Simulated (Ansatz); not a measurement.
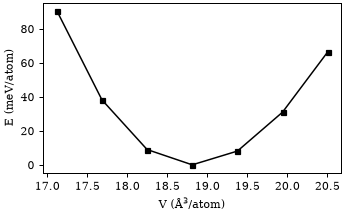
Figure. Nb3Sn (A15 (Cr3Si type), Pm-3n) under volume change, plane-wave PAW PBE (Ansatz code), scaled uniformly.

Problem. What does a third-order Birch–Murnaghan fit give for V₀, B₀ and B′?

Solution. V₀ = 18.81 Å³/atom, B₀ = 162 GPa, B′ = 4.2.

Symmetry was held in the PBE relaxation. The run is not spin-polarised. Spin–orbit coupling is left out wherever it is not named.

Potentials: the later of the program's two PAW sets.
